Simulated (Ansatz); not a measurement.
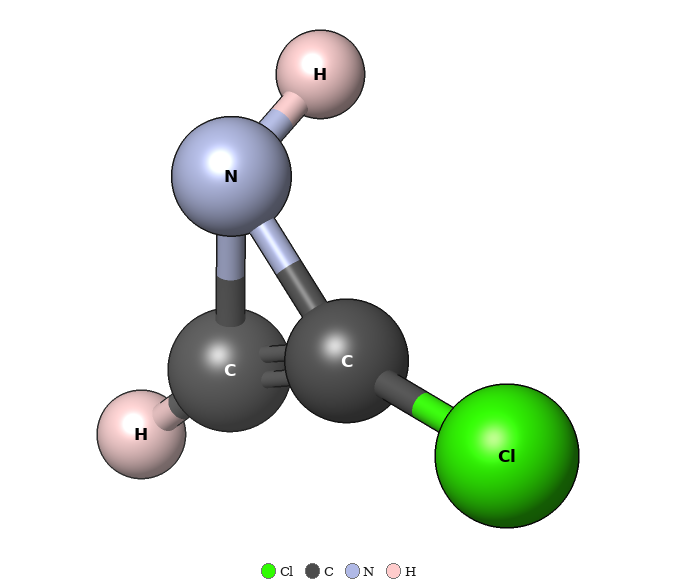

Multiple sticks mark multiple bonds (one Kekulé form).

The geometry was computed by an optimisation with PBE0-D4/def2-TZVP.

Identify the structure.

The molecule is C₂H₂ClN. As SMILES it reads `ClC1=CN1`. Independent rings (smallest set): 1 of 3 members. Among its groups: alkene, C–Cl bond. The point group is C1. Coordination, clear cases only: 1 N trigonal pyramidal.

More results for the same structure follow; atom numbers are the same in all pictures, views and colours differ.

### Shape

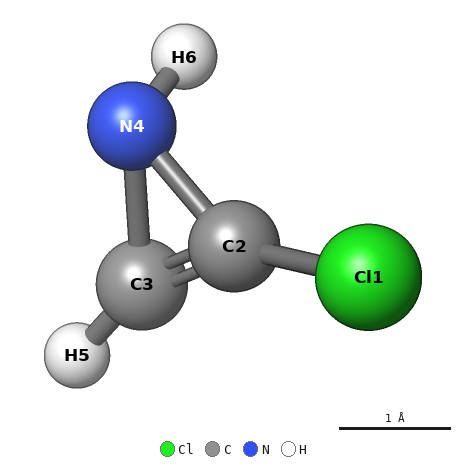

The atoms are numbered.

What are the angles Cl1–C2–C3, Cl1–C2–N4, C3–C2–N4, C2–C3–N4, C2–C3–H5, N4–C3–H5, C2–N4–C3, C2–N4–H6, C3–N4–H6?

```json
{"angle": "Cl1–C2–C3", "degrees": "154.1"}
{"angle": "Cl1–C2–N4", "degrees": "137.1"}
{"angle": "C3–C2–N4", "degrees": "68.4"}
{"angle": "C2–C3–N4", "degrees": "61.7"}
{"angle": "C2–C3–H5", "degrees": "159.0"}
{"angle": "N4–C3–H5", "degrees": "137.7"}
{"angle": "C2–N4–C3", "degrees": "49.9"}
{"angle": "C2–N4–H6", "degrees": "107.8"}
{"angle": "C3–N4–H6", "degrees": "107.7"}
```

### Electronic properties

Level of theory: RKS r2SCAN0-D4/def2-TZVPP (Ansatz 0.2.0).

> Estimate the HOMO energy (Kohn–Sham orbital).

−6.42 eV.

> What is the LUMO energy (Kohn–Sham orbital)?

−0.25 eV.

### Dipole moment

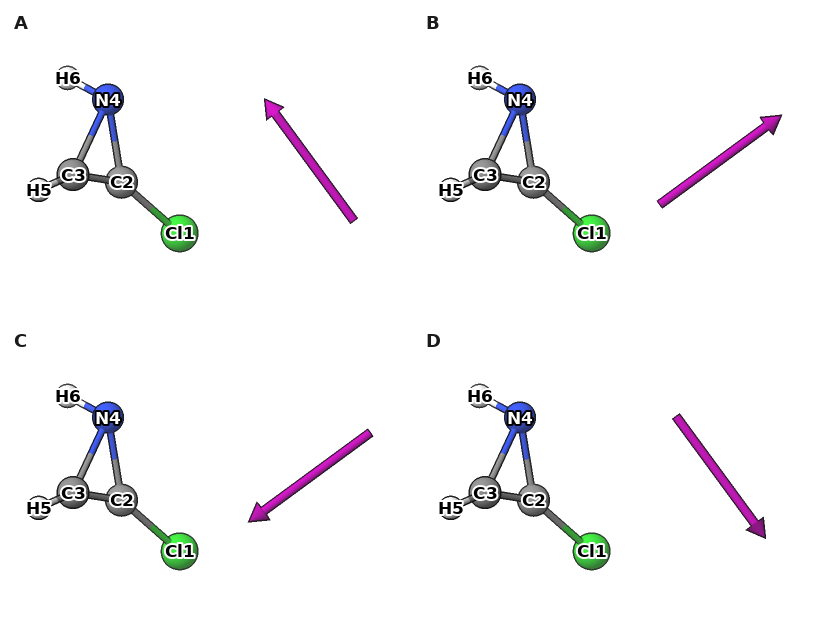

The same molecule four times, each with an arrow. Level of theory: RKS PBE0-D4/def2-TZVP (Ansatz 0.2.0).

> Which arrow points along the dipole moment, from the negative to the positive end?

C. The dipole moment is 1.77 D; it points from the side of N4 to the side of H5 (the outermost atoms at the two ends).

### Thermal motion

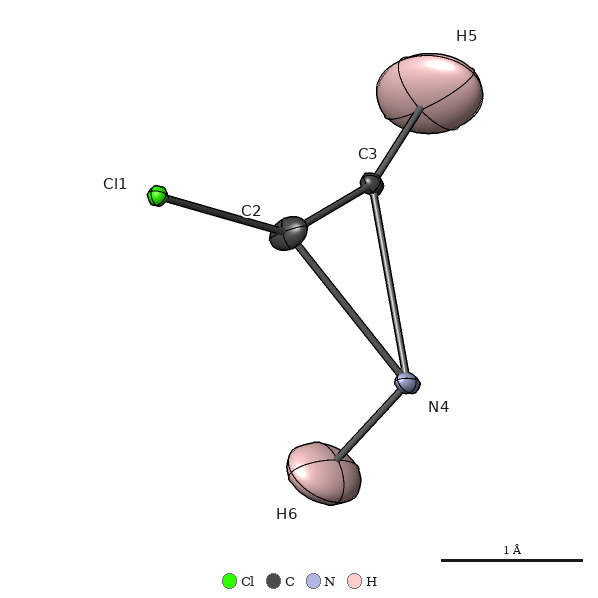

Displacement ellipsoids at the 50 % level, enlarged 1.5 times, from the internal vibrations of the free molecule (harmonic, no overall translation or rotation; no half-axis is drawn under 0.075 Å). Vibrations computed with RKS PBE0-D4/def2-TZVP (Ansatz 0.2.0). Temperature: 298 K.

> Which atom moves most?

H5, with U_eq = 0.0216 Å².

> Does H5 move more along its bond or across it?

Across it: the root-mean-square amplitude is 0.078 Å along the bond and up to 0.195 Å across, since bending and torsion are softer than stretching.

Give the displacement parameters, one line for each set of equivalent atoms.

| atom | U_eq (Å²) | rms amplitudes (Å) |
| --- | --- | --- |
| Cl1 | 0.00029 | 0.011, 0.014, 0.023 |
| C2 | 0.0028 | 0.032, 0.050, 0.070 |
| C3 | 0.0012 | 0.026, 0.036, 0.041 |
| N4 | 0.0013 | 0.016, 0.029, 0.053 |
| H5 | 0.0216 | 0.077, 0.144, 0.195 |
| H6 | 0.0125 | 0.071, 0.108, 0.143 |
